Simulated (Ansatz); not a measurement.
**BH5O (B(H2O)H3): methods side by side**

BH5O: 7 atoms, total charge 0, spin state singlet. SMILES: `[H]B([H])([H])<-O`. Geometry: relaxed at GFN2-xTB.

```tsv
atom	x (Å)	y (Å)	z (Å)
B	0.0678	-0.1117	-0.6689
O	0.1008	-0.1466	1.0307
H	-0.8361	-0.1426	1.2525
H	0.4863	0.7089	1.2448
H	1.2101	-0.0685	-0.9703
H	-0.5443	0.8763	-0.9302
H	-0.4847	-1.1158	-0.9586
```

Quantity: the energy change with the O2–H4 bond stretched from 0.962 to 1.925 Å, in eV. The values are calculated.

| level | kind | program | value (eV) | less FCI/STO-3G | CPU time (all runs) |
| --- | --- | --- | --- | --- | --- |
| HF/STO-3G (restricted) | Hartree–Fock | Ansatz | 7.37 | +3.35 | 0.1 s |
| SVWN5/STO-3G (restricted) | LDA | Ansatz | 4.70 | +0.68 | 1.1 s |
| PBE/STO-3G (restricted) | GGA | Ansatz | 4.41 | +0.39 | 1.7 s |
| wB97M-V/STO-3G (restricted) | range-separated hybrid | Ansatz | 5.51 | +1.49 | 29 s |
| RPA@PBE/STO-3G (restricted) | RPA | Ansatz | 4.50 | +0.48 | 2.5 s |
| MP2/STO-3G (restricted) | perturbation theory | Ansatz | 5.30 | +1.28 | 0.13 s |
| CCSDTQ/STO-3G (restricted) | coupled cluster or CI | Ansatz | 4.03 | +0.01 | 8 s |
| FCI/STO-3G | exact in the basis | Ansatz | 4.02 | 0.00 | 23 s |

FCI/STO-3G is exact within its basis and frozen core, so for wave-function methods in that basis the difference is their error; functionals converge differently with the basis, so for them it is only a difference. A spin-restricted reference rises too steeply as a bond breaks; here HF/STO-3G, SVWN5/STO-3G, wB97M-V/STO-3G, RPA@PBE/STO-3G, MP2/STO-3G lie well above the multireference or unrestricted value. The first shape isn't each level's own minimum. The values span 4.02 to 7.37 eV. All rows use very small basis sets, so none should be taken for the real molecule's value. Times are those of the runs behind each value, whatever else they computed, on shared processors of several kinds: orders of magnitude only.

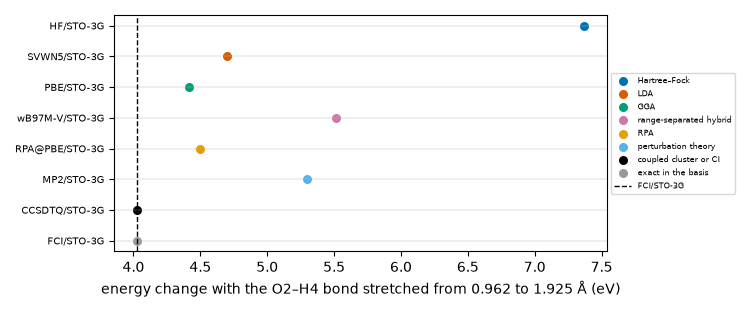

The values of the table, level by level.
